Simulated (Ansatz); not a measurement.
# C2H3Se: a changed input and its effect

System: C2H3Se, multiplicity 2.
Method of run 1: UHF/def2-SVP (Ansatz 0.2.0).

Text and figures count atoms from 1; the logs count them from 0 in places.

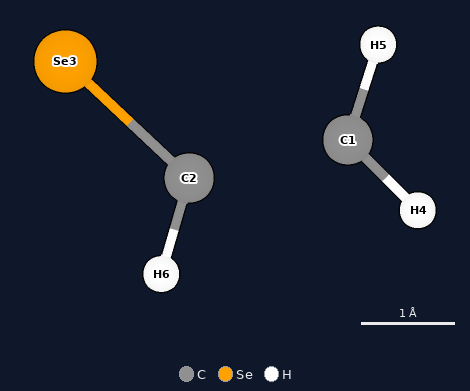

Fig. 1: The structure as given in the input (ball-and-stick view, seen on its broad side; atoms are numbered from 1 in the order of the input). Sticks are drawn by distance; a stretched bond gets none, so the picture shows separate pieces.

## Input file, run 1
```yaml
crystal:
  periodic: [false, false, false]
  atoms:
    - { symbol: C, position_ang: [-0.452351, 0.123342, -0.597615] }
    - { symbol: C, position_ang: [0.562066, 0.022415, 0.850561] }
    - { symbol: Se, position_ang: [0.709326, 1.391525, 2.092993] }
    - { symbol: H, position_ang: [-0.515386, -0.695163, -1.302838] }
    - { symbol: H, position_ang: [-1.033402, 1.014293, -0.805647] }
    - { symbol: H, position_ang: [1.133398, -0.879988, 1.035447] }
magnetization:
  spin_polarized: true
  initial_magnetization: 1
basis:
  gaussian: { orbitals: def2-SVP }
hamiltonian:
  xc: hf
output:
  forces: true
```

Launched with:
```bash
ansatz run input.yaml --threads 1 --pin off --max-ram 2560MiB --backend cpu --events-out ev --progress --plain --runs-dir out
```

Hardware: 1 thread of Arm Neoverse V2, 112 GiB of memory available, shared host.

## Output (run 1)
```
Engine: ansatz 0.2.0, aarch64-unknown-linux-gnu
Functional definition: HF
  exchange = exact_x
  correlation = 0
759 factors; integrals over basis functions are off by at most 1.7e-3 eV
mean field evaluation 1: about -67396.7534 eV, gradient 1.2e1 eV
mean field evaluation 2: about -67396.7798 eV, gradient 1.2e1 eV
mean field evaluation 4: about -67398.3384 eV, gradient 3.8e0 eV
mean field evaluation 8: about -67399.0123 eV, gradient 5.1e-1 eV
mean field evaluation 16: about -67396.1712 eV, gradient 1.4e1 eV
mean field evaluation 32: about -67398.2065 eV, gradient 2.6e0 eV
mean field evaluation 64: about -67398.3004 eV, gradient 3.1e0 eV
mean field evaluation 96: about -67390.3637 eV, gradient 1.6e1 eV
mean field evaluation 128: about -67398.2994 eV, gradient 4.2e-1 eV
mean field -67399.02570000 eV, -2476.8685097746 hartree, gradient 2.3e-5 eV, S^2 1.336264; 7 other end points of the search recorded, 0 dependent functions left out
the calculation of the forces begins
reference -67399.02570000 eV, -2476.8685097746 hartree; 25, 24 occupied and 50, 51 virtual orbitals, 759 factors
Total energy: -67399.02570000 eV, -2476.8685097746 hartree
Atom 0 at    -0.452351     0.123342    -0.597615 Å, force     3.105725    -0.280066     4.455292 eV/Å
Atom 1 at     0.562066     0.022415     0.850561 Å, force    -3.185339     1.325616    -3.794936 eV/Å
Atom 2 at     0.709326     1.391525     2.092993 Å, force    -0.246049    -0.792427    -0.960623 eV/Å
Atom 3 at    -0.515386    -0.695163    -1.302838 Å, force     0.288705    -0.231704     0.260742 eV/Å
Atom 4 at    -1.033402     1.014293    -0.805647 Å, force     0.222741     0.113912     0.419486 eV/Å
Atom 5 at     1.133398    -0.879988     1.035447 Å, force    -0.185784    -0.135332    -0.379962 eV/Å
Dipole moment:    -0.051544    -0.197395    -0.224654 e Å
```

For run 2 the input was changed thus:
```diff
-    - { symbol: C, position_ang: [0.562066, 0.022415, 0.850561] }
-    - { symbol: Se, position_ang: [0.709326, 1.391525, 2.092993] }
+    - { symbol: C, position_ang: [0.33123, 0.045382, 0.521021] }
+    - { symbol: Se, position_ang: [0.47849, 1.414492, 1.763453] }
-    - { symbol: H, position_ang: [1.133398, -0.879988, 1.035447] }
+    - { symbol: H, position_ang: [0.902563, -0.857022, 0.705907] }
```

Predict how the results change.

On the same kind of shared host run 2 took about 130 times as long.

## Output (run 2)
```
Engine: ansatz 0.2.0, aarch64-unknown-linux-gnu
Functional definition: HF
  exchange = exact_x
  correlation = 0
753 factors; integrals over basis functions are off by at most 1.7e-3 eV
mean field evaluation 1: about -67399.3191 eV, gradient 1.2e1 eV
mean field evaluation 2: about -67399.3602 eV, gradient 1.2e1 eV
mean field evaluation 4: about -67400.7328 eV, gradient 2.4e0 eV
mean field evaluation 8: about -67400.8875 eV, gradient 5.9e-1 eV
mean field evaluation 16: about -67400.9157 eV, gradient 3.1e-5 eV
mean field evaluation 32: about -67400.5025 eV, gradient 9.4e-1 eV
mean field evaluation 64: about -67400.5149 eV, gradient 5.9e-2 eV
mean field -67400.91573036 eV, -2476.9379671093 hartree, gradient 1.1e-5 eV, S^2 0.977488; 2 other end points of the search recorded, 0 dependent functions left out
the calculation of the forces begins
reference -67400.91573036 eV, -2476.9379671093 hartree; 25, 24 occupied and 50, 51 virtual orbitals, 753 factors
Total energy: -67400.91573036 eV, -2476.9379671093 hartree
Atom 0 at    -0.452351     0.123342    -0.597615 Å, force     0.077676     0.190691     0.258900 eV/Å
Atom 1 at     0.331230     0.045382     0.521021 Å, force    -0.119134    -0.036543    -0.206176 eV/Å
Atom 2 at     0.478490     1.414492     1.763453 Å, force    -0.007027    -0.024489    -0.028820 eV/Å
Atom 3 at    -0.515386    -0.695163    -1.302838 Å, force     0.033246    -0.067095    -0.000121 eV/Å
Atom 4 at    -1.033402     1.014293    -0.805647 Å, force     0.014354    -0.060381    -0.023484 eV/Å
Atom 5 at     0.902563    -0.857022     0.705907 Å, force     0.000885    -0.002183    -0.000299 eV/Å
Dipole moment:    -0.077507    -0.214436    -0.276357 e Å
```

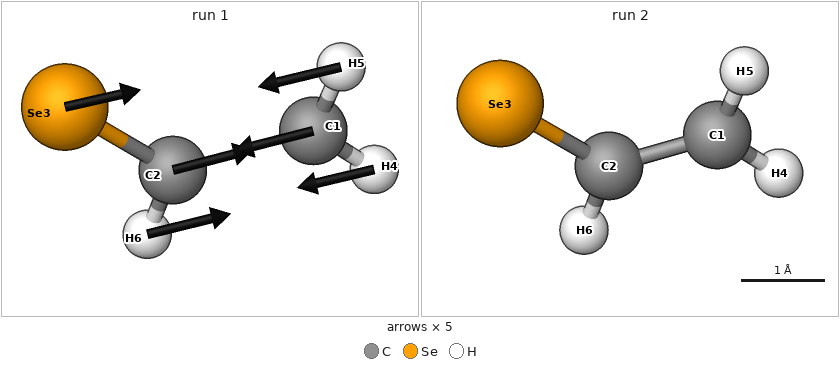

Fig. 2: The two input geometries at one scale (ball-and-stick view, seen at a tilt). The black arrows on the first give the shifts of the atoms after the best rigid fit, magnified 5 times. The largest moves after the best rigid fit, 0.21 Å, are those of H5 and H6. By element the largest moves are H 0.21 Å, C 0.20 Å, Se 0.19 Å. Among the contacts that change: C1–C2 1.771 → 1.368 Å.

## The two runs side by side

| quantity | run 1 | run 2 |
| --- | --- | --- |
| outcome | converged | converged |
| total energy (hartree) | −2476.868510 | – |
| ⟨S²⟩ | 1.336 | – |
| largest force (eV/Å) | 5.438 | – |
| basis functions | 75 | – |
| wall time (shared host) | 5.9 s | 12 min |

For run 1: ⟨S²⟩ is 1.34 against 0.75 for a pure state: the solution is spin-contaminated.
